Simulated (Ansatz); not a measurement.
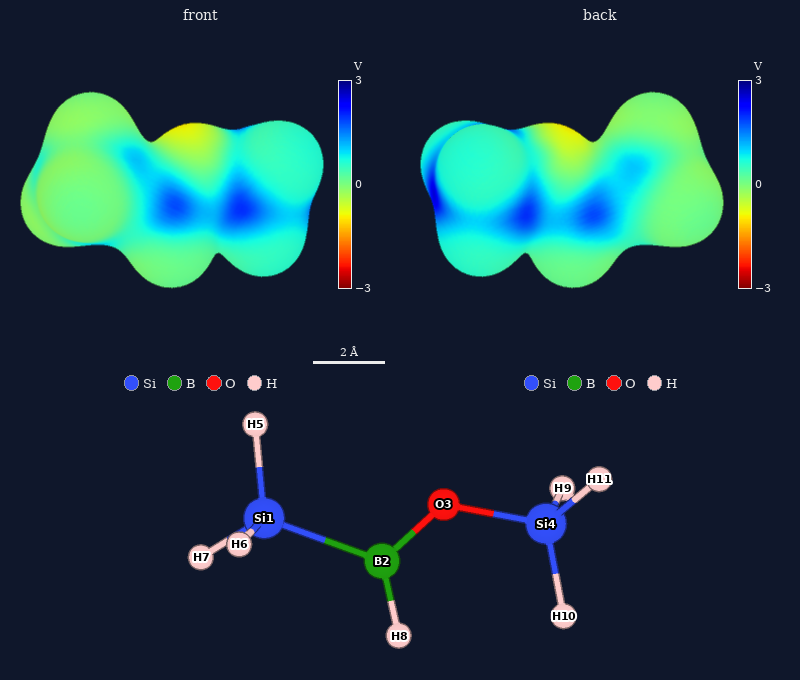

Figure. BH$_{7}$OSi$_{2}$. The electrostatic potential painted on the density surface at 0.004 e/bohr³, seen from the front and from behind; the colour scale runs from red (negative) to blue (positive). The bare structure is drawn below in the same view.

Computed with RKS revPBE-D4/6-31G* in Ansatz 0.2.0.

```xyz
11

Si   -0.6195    2.1848    0.4446
B    -0.4553    0.1505    0.3537
O     0.5344   -0.4055   -0.4089
Si    0.8878   -2.0553   -0.6443
H     0.3947    2.9156   -0.3916
H    -0.4718    2.6534    1.8700
H    -1.9920    2.6192   -0.0031
H    -1.2169   -0.5777    0.9649
H     0.7995   -2.3336   -2.1119
H    -0.0808   -2.9141    0.1128
H     2.2853   -2.2943   -0.1656
```

Q: Which sites attract a positive test charge, and which a negative one?

A: A positive charge is drawn to the negative regions and a negative charge to the positive ones. The most negative region (about −0.9 V, or −21 kcal/mol for a unit charge) lies over O3, the most positive (about +2.2 V, or +51 kcal/mol for a unit charge) over Si4.
